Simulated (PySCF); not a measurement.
**GeFCl: relaxation and vibrations of the triplet**

Aim: relax GeFCl as a triplet from a bent start, check by its vibrations whether the end is a minimum, and collect its spectrum and constants.

Computed with PySCF 2.14.0. Level: PBE0, basis Ge def2-TZVP, F def2-TZVP, Cl def2-TZVP, no relativity, density fitting.

### 1 The starting structure

3 atoms, charge 0, spin multiplicity 3.

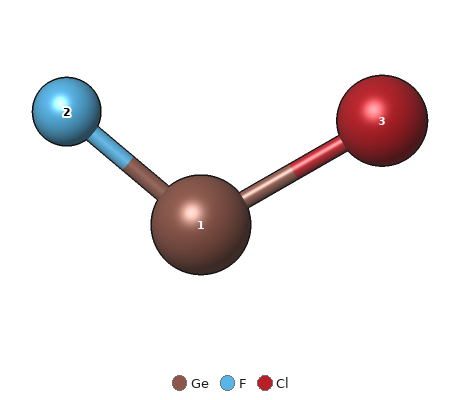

As it starts; germanium brown, fluorine blue, chlorine red; atoms are numbered from 1 in the order of the file.

```xyz
3
charge 0 multiplicity 3
Ge    0.0000    0.0000    0.0000
F    -1.5154    0.0000    1.0611
Cl    1.8021    0.0000    1.2619
```

### 2 First SCF at the start

One driver script runs all steps and calls PySCF; scf.py shows how it sets up the SCF of each step. The optimiser is the driver's own. After this first run the driver tries any further starts and a stability analysis.

Input file scf.py:

```python
from pyscf import gto, scf, dft
mol = gto.M(atom='''
Ge     0.000000     0.000000     0.000000
F     -1.515400     0.000000     1.061100
Cl     1.802100     0.000000     1.261900''',
    basis={'Ge': 'def2-TZVP', 'F': 'def2-TZVP', 'Cl': 'def2-TZVP'},
    charge=0, spin=2)
mf = dft.UKS(mol, xc='PBE0')
mf.grids.atom_grid = (50, 194)
aux = {'Ge': 'def2-universal-JKFIT', 'F': 'def2-universal-JKFIT', 'Cl': 'def2-universal-JKFIT'}
mf = mf.density_fit(auxbasis=aux)
mf.conv_tol = 1e-08
mf.diis_space = 10
mf.max_cycle = 60
mf.init_guess = 'minao'
mf.verbose = 4
mf.kernel()
```

The run is started by

```console
$ OMP_NUM_THREADS=4 python axn.py task.json out
```

Output:

```text
init E= -2635.99226530333
[... the frontier-level lines of each cycle are left out ...]
cycle= 1 E= -2636.44034640111  delta_E= -0.448  |g|= 0.649  |ddm|= 1.35
cycle= 2 E= -2635.73912264236  delta_E= 0.701  |g|= 1.55  |ddm|= 1.22
cycle= 3 E= -2636.53858477126  delta_E= -0.799  |g|= 0.287  |ddm|= 0.891
cycle= 4 E= -2636.56490237275  delta_E= -0.0263  |g|= 0.0658  |ddm|= 0.208
cycle= 5 E= -2636.56637285855  delta_E= -0.00147  |g|= 0.0236  |ddm|= 0.0709
cycle= 6 E= -2636.56663792465  delta_E= -0.000265  |g|= 0.00971  |ddm|= 0.0266
cycle= 7 E= -2636.56670367173  delta_E= -6.57e-05  |g|= 0.00205  |ddm|= 0.0122
cycle= 8 E= -2636.56670911591  delta_E= -5.44e-06  |g|= 0.000715  |ddm|= 0.00441
cycle= 9 E= -2636.5667098849  delta_E= -7.69e-07  |g|= 0.000345  |ddm|= 0.00174
cycle= 10 E= -2636.56671003739  delta_E= -1.52e-07  |g|= 0.000125  |ddm|= 0.000827
cycle= 11 E= -2636.5667100515  delta_E= -1.41e-08  |g|= 2.78e-05  |ddm|= 0.00025
cycle= 12 E= -2636.56671005237  delta_E= -8.71e-10  |g|= 9.87e-06  |ddm|= 5.5e-05
Extra cycle  E= -2636.56671005253  delta_E= -1.57e-10  |g|= 7.61e-06  |ddm|= 2.51e-05
converged SCF energy = -2636.56671005253  <S^2> = 2.0051659  2S+1 = 3.003442
```

This step, with its further starts and checks, took 10 s on 4 threads of Arm Neoverse V2, shared host.

Energies from each starting density:

| start | energy (Eh) |
| --- | --- |
| the minimal-basis guess | -2636.566710 |
| a thermally smeared density | -2636.566710 |
| a smeared PBE density | -2636.566710 |

No lower solution of this spin turned up from the other starts or in the test of internal stability.

### 3 Relaxation: bent start, triplet

The program finds Cs symmetry in the start, which this walk keeps.

Changes to scf.py since step 2:

```diff
@@ -3,3 +3,3 @@
-Ge     0.000000     0.000000     0.000000
-F     -1.515400     0.000000     1.061100
-Cl     1.802100     0.000000     1.261900''',
+Ge    -0.267633     0.000000    -0.502676
+F     -1.783033     0.000000     0.558424
+Cl     1.534467     0.000000     0.759224''',
@@ -15 +14,0 @@
-mf.init_guess = 'minao'
```

Energy and gradient, step by step:

| step | energy (Eh) | change (kJ/mol) | largest symmetric gradient (Eh/bohr) |
| --- | --- | --- | --- |
| 0 | -2636.566710 | 0.00 | 0.03503 |
| 1 | -2636.572436 | -15.03 | 0.00460 |
| 2 | -2636.572533 | -15.29 | 0.00083 |
| 3 | -2636.572539 | -15.30 | 0.00022 |
| 4 | -2636.572540 | -15.31 | 0.00009 |

The walk took 7.5 s.

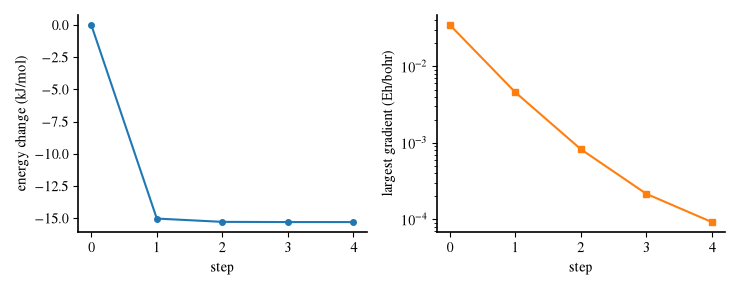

Energy and largest gradient along the walk.

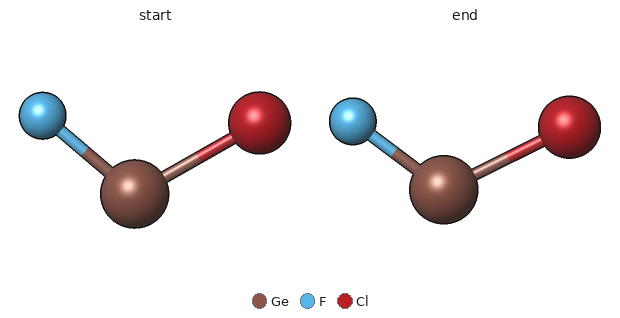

Start and end of the relaxation.

It settles in Cs symmetry, 15.3 kJ/mol below the start, after 4 steps: Ge–Cl 2.148 Å, Ge–F 1.742 Å; Cl–Ge–F 116.7°.

### 4 Is it a minimum? Harmonic modes

On the finer grid the gradient is checked again; gradients at displacements of ±0.02 bohr then give force constants and infrared intensities.

Changes to scf.py since step 3:

```diff
@@ -3,3 +3,3 @@
-Ge    -0.267633     0.000000    -0.502676
-F     -1.783033     0.000000     0.558424
-Cl     1.534467     0.000000     0.759224''',
+Ge    -0.278938     0.000000    -0.447605
+F     -1.761401     0.000000     0.467164
+Cl     1.545211     0.000000     0.688887''',
@@ -9 +9 @@
-mf.grids.atom_grid = (50, 194)
+mf.grids.atom_grid = (75, 302)
@@ -12 +12 @@
-mf.conv_tol = 1e-08
+mf.conv_tol = 1e-10
```

This SCF starts from the last density.

SCF at the final geometry:

```text
init E= -2636.57263365132
[... the frontier-level lines of each cycle are left out ...]
cycle= 1 E= -2636.5726336513  delta_E= 1.64e-11  |g|= 6.72e-06  |ddm|= 7.66e-06
Extra cycle  E= -2636.5726336513  delta_E= 5e-12  |g|= 1.04e-05  |ddm|= 1.09e-05
converged SCF energy = -2636.5726336513  <S^2> = 2.0040836  2S+1 = 3.0027212
```

The whole step took 38 s.

Geometry: Cs; Ge–Cl 2.149 Å, Ge–F 1.742 Å; Cl–Ge–F 116.4°.

Harmonic modes (main isotopes):

| symmetry | ω (cm⁻¹) | IR (km/mol) | type |
| --- | --- | --- | --- |
| a' | 148 | 5.0 | bend |
| a' | 403 | 24.7 | stretch |
| a' | 681 | 81.9 | stretch |

All wavenumbers are real: a minimum.

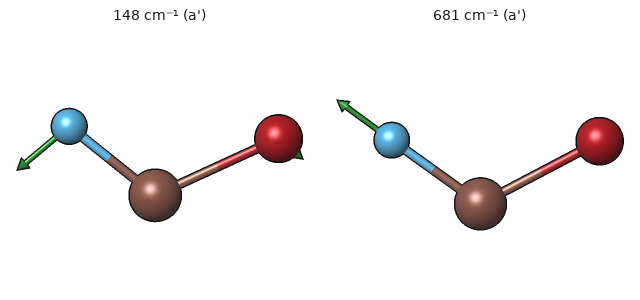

Displacements of 2 of the modes, as arrows (one member where a mode is degenerate).

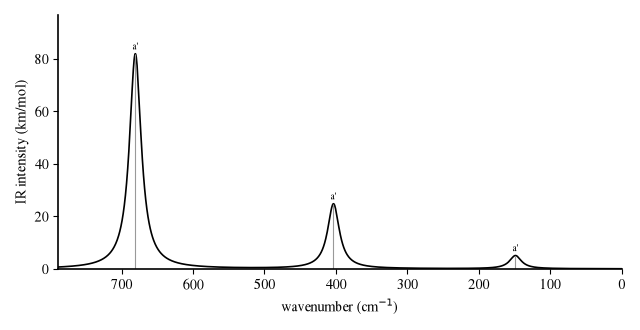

The harmonic infrared spectrum (widths in cm⁻¹). Lines are broadened to a width of 20 cm⁻¹ (Lorentzian).

Constants and moments:

```yaml
Dipole_moment: 1.54 D
Highest_occupied_level: -5.35 eV
Lowest_empty_level: -5.54 eV
Rotational_constants: 0.6092, 0.108, 0.09175 cm⁻¹
Zero-point_energy: 7.4 kJ/mol
Principal_polarisabilities: 33.4, 34.8, 57.0 bohr³
Atomisation_energy_without_zero-point_energy: 640 kJ/mol
Principal_traceless_quadrupole_moments_about_the_centre_of_mass: -3.81, -0.64, 4.45 D Å
Entropy_at_298.15_K_and_1_bar_electronic_part_spin_only: 300.1 J/(mol K)
Heat_capacity_Cp_at_298.15_K: 51.0 J/(mol K)
Enthalpy_at_298.15_K_above_0_K: 12.73 kJ/mol
Rotational_symmetry_number: 1
Spin_squared_⟨S²⟩: 2.004
```

Populations by atom (charges in e):

```csv
atom,Mulliken,Löwdin,polar tensor,spin (Mulliken),Mayer order to Ge1
Ge1,0.52,0.01,0.83,1.60,–
F2,-0.32,-0.15,-0.51,0.13,0.97
Cl3,-0.20,0.14,-0.32,0.27,1.10
```

Mulliken populations on Ge1: s 7.38, p 13.82, d 10.22, f 0.06.

### 5 What came out

| quantity | value |
| --- | --- |
| minimum | triplet, Cs |
| geometry | Ge–Cl 2.149 Å, Ge–F 1.742 Å; Cl–Ge–F 116.4° |
| wavenumbers (cm⁻¹) | 148 (a'), 403 (a'), 681 (a') |
| dipole moment | 1.54 D |
| highest occupied, lowest empty level (either spin) | -5.35, -5.54 eV |
| polar-tensor charge of Ge1 | +0.83 e |
| zero-point energy | 7.4 kJ/mol |
| entropy at 298.15 K | 300.1 J/(mol K) |
| atomisation energy (no zero-point energy) | 640 kJ/mol |
| ⟨S²⟩ | 2.004 |

**Reading.** The bent start keeps its Cs symmetry and ends in a minimum. An empty level of one spin lies below a filled level of the other, which hints that a lower spin is more stable. The strongest infrared band lies at 681 cm⁻¹ (a', stretch). Most of the spin sits on Ge1 (Mulliken spin 1.60, against 2 for the whole molecule). Only this shape and spin were tried, so other structures or states may lie lower.

The search up to here took 56 s.
